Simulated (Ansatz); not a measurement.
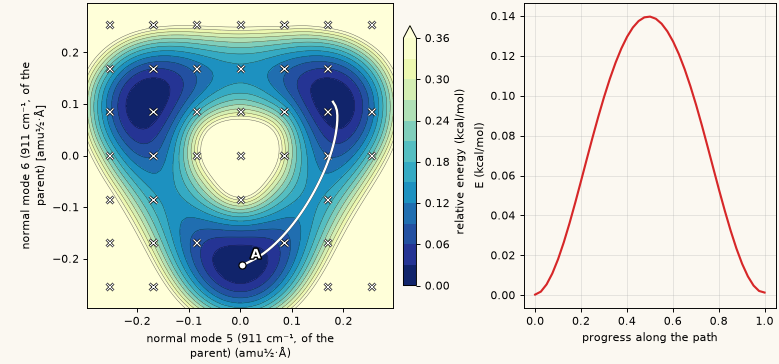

BrH3Si, charge +1, spin multiplicity 2. The first coordinate is: normal mode 5 (911 cm⁻¹, of the parent); the second: normal mode 6 (911 cm⁻¹, of the parent). Nothing is relaxed (straight displacements along the two mass-weighted modes). The scan uses a 15 × 15 grid; 99 points were computed and 86 follow by symmetry. At 40 points there is no value. Points are written as (first, second). Energies are in kcal/mol, from the lowest grid point. Near the degeneracy a single determinant is a rough description. Level of theory: Ansatz 0.2.0, UKS PBE-D4/def2-TZVP.

The picture shows filled contours, crosses at grid points without a value, a line along the lowest path, one colour for all values above the top of the scale, the energy along the path at the right, the start A. Between grid points the surface is interpolated.

Question: Describe the path and its barrier.

Answer: The easiest path leads from the well at (0.000 amu½·Å, −0.212 amu½·Å) to a well of about the same depth at about (0.18 amu½·Å, 0.10 amu½·Å). Its highest point lies about 0.14 kcal/mol above the bottom of the first well on the interpolated surface, at about (0.14 amu½·Å, −0.08 amu½·Å). This is the barrier on the constrained surface; relaxing the other coordinates would change it.
